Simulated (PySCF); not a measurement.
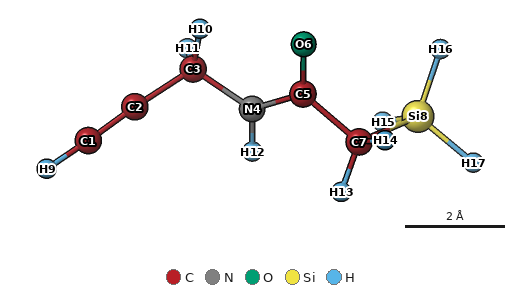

Figure 1. The structure (ball-and-stick view, seen at a tilt; atoms are numbered from 1 in the order of the input). Bond lengths as drawn: C–C 1.20 to 1.50 Å, C–H 1.05 to 1.10 Å, C–N 1.36 to 1.45 Å, C–O 1.21 Å, C–Si 1.91 Å, H–N 1.01 Å and H–Si 1.46 to 1.47 Å.

## Run report: C5H9NOSi, excited-state calculation

System: C5H9NOSi, SMILES C#CCNC(=O)C[SiH3].
Method: TDDFT B3LYP/def2-SVPD, vertical, gas phase, core orbitals frozen in the response (PySCF 2.14.0).

The geometry comes from this level: GFN2-xTB. It belongs to a series of runs on one base structure; here: constitutional isomer.

What the program printed:
```
coarse grid: 14784 points
cycle   1  E = -614.7941006204  dE =  1.044e+00  |g| = 8.985e-01  |ddm| = 1.072e+01
cycle   2  E = -614.0997501352  dE =  6.944e-01  |g| = 2.016e+00  |ddm| = 5.292e+00
cycle   3  E = -614.9515030507  dE = -8.518e-01  |g| = 2.674e-01  |ddm| = 3.816e+00
cycle   4  E = -614.9664540026  dE = -1.495e-02  |g| = 1.011e-01  |ddm| = 5.751e-01
cycle   5  E = -614.9685024214  dE = -2.048e-03  |g| = 3.466e-02  |ddm| = 1.587e-01
cycle   6  E = -614.9687415384  dE = -2.391e-04  |g| = 1.304e-02  |ddm| = 6.751e-02
cycle   7  E = -614.9687803050  dE = -3.877e-05  |g| = 4.750e-03  |ddm| = 2.063e-02
cycle   8  E = -614.9687855113  dE = -5.206e-06  |g| = 1.062e-03  |ddm| = 7.226e-03
final grid: 138520 points
cycle   9  E = -615.0697803301  dE = -4.108e-05  |g| = 6.223e-03  |ddm| = 1.634e-01
cycle  10  E = -615.0697574884  dE =  2.284e-05  |g| = 1.220e-02  |ddm| = 2.214e-02
cycle  11  E = -615.0697886605  dE = -3.117e-05  |g| = 1.799e-03  |ddm| = 1.373e-02
cycle  12  E = -615.0697893832  dE = -7.227e-07  |g| = 2.516e-04  |ddm| = 2.755e-03
cycle  13  E = -615.0697893892  dE = -5.957e-09  |g| = 2.123e-04  |ddm| = 5.657e-04
cycle  14  E = -615.0697893995  dE = -1.037e-08  |g| = 5.599e-05  |ddm| = 3.108e-04
cycle  15  E = -615.0697894003  dE = -8.117e-10  |g| = 1.079e-05  |ddm| = 9.432e-05
```

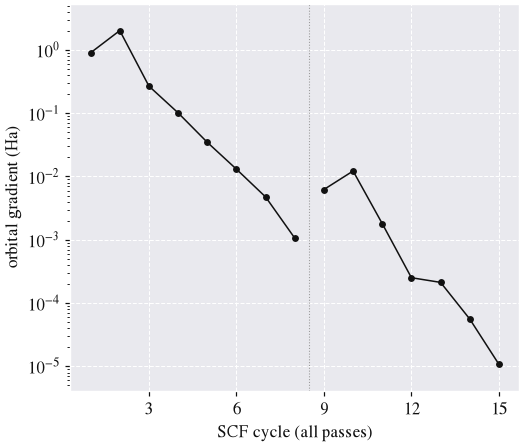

Figure 2. Convergence of the self-consistent field: orbital gradient against the SCF cycle. The dotted line marks the change from a coarse to the final integration grid. The first 8 cycles use a coarse grid, the final grid takes over at cycle 9, and the field converges after 15 cycles in all.

```
converged SCF energy = -615.0697894003

Static polarisability (au): isotropic 97.769, principal 80.738 86.439 126.132

Singlet excitations
state   eV       nm        f      main configurations
  1   5.6662    218.8   0.00339   H->L+1 0.60, H->L 0.20
  2   6.2410    198.7   0.04108   H->L 0.71, H->L+1 0.18
  3   6.3550    195.1   0.00270   H-1->L 0.81
  4   6.5132    190.4   0.00094   H-2->L 0.26, H-2->L+2 0.25, H->L+2 0.09
  5   6.7189    184.5   0.05323   H-1->L+1 0.34, H-2->L+2 0.10
  6   6.8479    181.1   0.05623   H-1->L+1 0.33, H->L+4 0.18, H->L+3 0.10
  7   6.8885    180.0   0.00575   H->L+2 0.23, H->L+3 0.14, H-2->L+3 0.09
  8   7.0578    175.7   0.00240   H->L+3 0.51, H->L+4 0.24, H->L+2 0.09

Triplet excitations (Tamm-Dancoff, eV): 5.2224 5.4198 5.5012
```

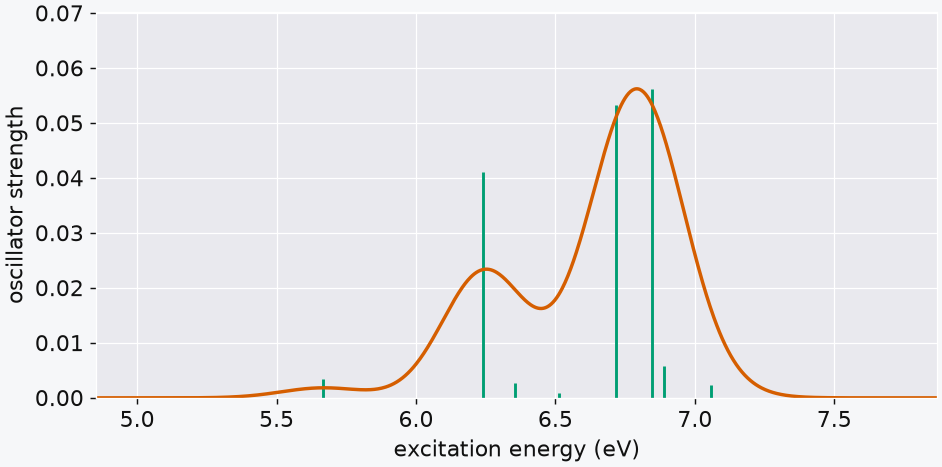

Figure 3. Computed excitations as sticks (degenerate states added up, dark ones marked on the axis), with a Gaussian envelope of 0.35 eV full width at half maximum, scaled to the tallest. Of the 8 states the lowest lies at 5.67 eV (f = 0.003); the strongest line is at 6.85 eV, or 181 nm (f = 0.056).

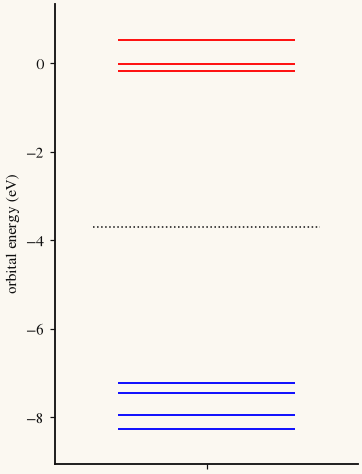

Figure 4. Orbital energies near the frontier; the dotted line parts filled from empty levels, and levels within 0.02 eV of each other stand side by side. Highest filled −7.22 eV, lowest empty −0.18 eV, 7.04 eV apart.

The run was set up as follows.

Input:
```
{"job": {"kind": "uv", "xc": "B3LYP", "basis": "def2-SVPD", "nstates": 8, "ntriplets": 3}, "charge": 0, "multiplicity": 1}
C      3.837075    -0.254867    -0.904868
C      2.928589    -0.243055    -0.125825
C      1.780384    -0.252734     0.761102
N      0.538851    -0.113399     0.026842
C     -0.320955     0.913136     0.248462
O     -0.139203     1.731654     1.126228
C     -1.538489     0.894383    -0.627200
Si    -2.885142    -0.181016     0.195917
H      4.654953    -0.251235    -1.562043
H      1.827752     0.597562     1.450379
H      1.776361    -1.186092     1.340420
H      0.375266    -0.751730    -0.734765
H     -1.297563     0.519297    -1.621111
H     -1.903667     1.915168    -0.725219
H     -2.387282    -1.560266     0.265130
H     -3.179717     0.318398     1.533727
H     -4.074211    -0.134790    -0.657086
```

The first line tells a small driver script what to run in PySCF; the rest is the geometry in Å.

Launched with:
```bash
OMP_NUM_THREADS=1 python <driver script> task.json out
```

Results in brief:

- outcome: converged
- total energy: −615.069789 hartree
- HOMO: −7.22 eV
- LUMO: −0.18 eV
- dipole moment: 3.38 D
- mean polarisability: 97.77 a.u.
- lowest singlet excitation: 5.67 eV
- hardware: 1 CPU thread, shared host
- wall time: 61 s
- peak memory: 0.97 GiB
